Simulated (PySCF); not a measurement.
## Run report: RuNH₃, frequency calculation

- system: RuNH₃, multiplicity 3
- method: UKS-based PBE0, Ru def2-TZVP with ECP28, N def2-TZVP, H def2-TZVP; non-relativistic Hamiltonian with a scalar-relativistic core potential; density fitting (PySCF 2.14.0)

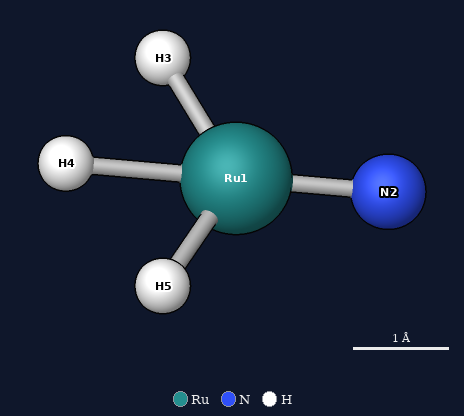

Fig. 1: The structure as given in the input (ball-and-stick view, seen at a tilt; atoms are numbered from 1 in the order of the input). Sticks mark near contacts.

Key numbers

- outcome: converged
- total energy: −151.215236 hartree
- ⟨S²⟩: 2.024
- zero-point energy: 0.016332 hartree
- dipole moment: 1.28 D
- wavenumbers, lowest and highest: 1217i and 1924 cm⁻¹
- hardware: 4 threads of Arm Neoverse N1, 24 GiB of memory available, shared host
- wall time: 77 s (CPU time 3.8 min)
- peak memory: 1.3 GiB

Input file
```python
from pyscf import gto, scf, dft
mol = gto.M(atom='''
Ru     0.000000     0.162217     0.000000
N      0.000000    -1.460497     0.000000
H      1.446652     0.943708     0.000000
H      0.000000     1.976593     0.000000
H     -1.446652     0.943708     0.000000''',
    basis={'Ru': 'def2-TZVP', 'N': 'def2-TZVP', 'H': 'def2-TZVP'},
    ecp={'Ru': 'def2-TZVP'},
    charge=0, spin=2)
mf = dft.UKS(mol, xc='PBE0')
mf.grids.atom_grid = (75, 302)
aux = {'Ru': 'def2-universal-JKFIT', 'N': 'def2-universal-JKFIT', 'H': 'def2-universal-JKFIT'}
mf = mf.density_fit(auxbasis=aux)
mf.conv_tol = 1e-09
mf.diis_space = 10
mf.max_cycle = 60
mf.verbose = 4
mf.kernel()
```

The script is an equivalent of the set-up of the self-consistent field. The run itself was carried out by a driver, which started from the orbitals of the step before it where there was one and computed the further properties.

Launch command:
```bash
OMP_NUM_THREADS=4 python axn.py task.json out
```

The program's output
```
init E= -151.215236279841
  alpha nocc = 14  HOMO = -0.271041237127339  LUMO = -0.118158781004192
  beta  nocc = 12  HOMO = -0.299263641676244  LUMO = -0.183649744442421
  HOMO = -0.271041237127  LUMO = -0.183649744442  gap/eV = 2.37804
cycle= 1 E= -151.21523627965  delta_E= 1.91e-10  |g|= 2.26e-05  |ddm|= 2.57e-05
  alpha nocc = 14  HOMO = -0.271035751217596  LUMO = -0.118150607298115
  beta  nocc = 12  HOMO = -0.299257995319943  LUMO = -0.183646823911136
  HOMO = -0.271035751218  LUMO = -0.183646823911  gap/eV = 2.37797
cycle= 2 E= -151.21523627789  delta_E= 1.76e-09  |g|= 6.68e-05  |ddm|= 5.54e-05
  alpha nocc = 14  HOMO = -0.27103813712295  LUMO = -0.118154369730981
  beta  nocc = 12  HOMO = -0.29925809126165  LUMO = -0.183647249866244
  HOMO = -0.271038137123  LUMO = -0.183647249866  gap/eV = 2.37803
cycle= 3 E= -151.215236279731  delta_E= -1.84e-09  |g|= 2.14e-05  |ddm|= 3.97e-05
  alpha nocc = 14  HOMO = -0.271039311960854  LUMO = -0.118155935099466
  beta  nocc = 12  HOMO = -0.299261002373018  LUMO = -0.183648530057903
  HOMO = -0.271039311961  LUMO = -0.183648530058  gap/eV = 2.37802
cycle= 4 E= -151.215236279896  delta_E= -1.65e-10  |g|= 3.11e-07  |ddm|= 1.15e-05
  alpha nocc = 14  HOMO = -0.271039356168108  LUMO = -0.118155971595609
  beta  nocc = 12  HOMO = -0.299261039339694  LUMO = -0.18364858355285
  HOMO = -0.271039356168  LUMO = -0.183648583553  gap/eV = 2.37802
cycle= 5 E= -151.215236279897  delta_E= -7.39e-13  |g|= 1.22e-07  |ddm|= 1.18e-06
  alpha nocc = 14  HOMO = -0.271039346882247  LUMO = -0.118155947883743
  beta  nocc = 12  HOMO = -0.299261024669981  LUMO = -0.183648578562677
  HOMO = -0.271039346882  LUMO = -0.183648578563  gap/eV = 2.37802
Extra cycle  E= -151.215236279896  delta_E= 5.4e-13  |g|= 1.68e-07  |ddm|= 2.32e-07
converged SCF energy = -151.215236279896  <S^2> = 2.0235016  2S+1 = 3.015627
```

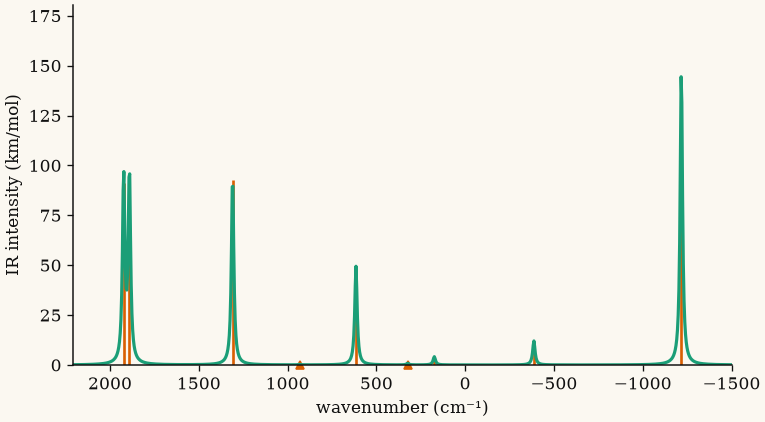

Fig. 2: Harmonic infrared spectrum, unscaled: sticks (degenerate modes added up, dark ones marked on the axis) with a Lorentzian envelope of 16 cm⁻¹ full width, scaled to the tallest stick; imaginary modes are drawn at negative wavenumbers. 9 modes from 1217i to 1924 cm⁻¹, 2 imaginary beyond 8i (1217i, 387i cm⁻¹): not a minimum. The strongest line is at 1217i cm⁻¹ (144 km/mol). All modes, in cm⁻¹ (km/mol): 1217i (144), 387i (11.7), 174 (4.0), 324 (0.8), 615 (48), 932 (0.2), 1310 (93), 1891 (93), 1924 (91).

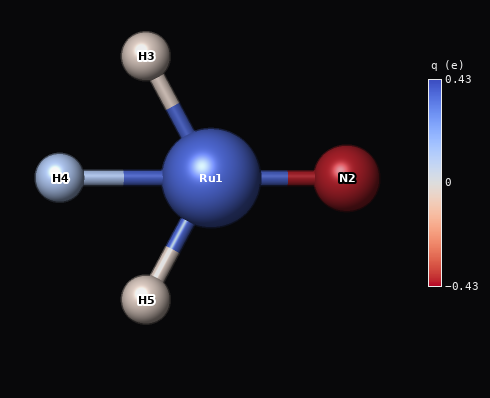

Fig. 3: Mulliken charges, as the colour of each atom (ball-and-stick view, seen on its broad side; atoms are numbered from 1 in the order of the input). By element: Ru +0.37, N −0.41 and H −0.04 to +0.11 e.
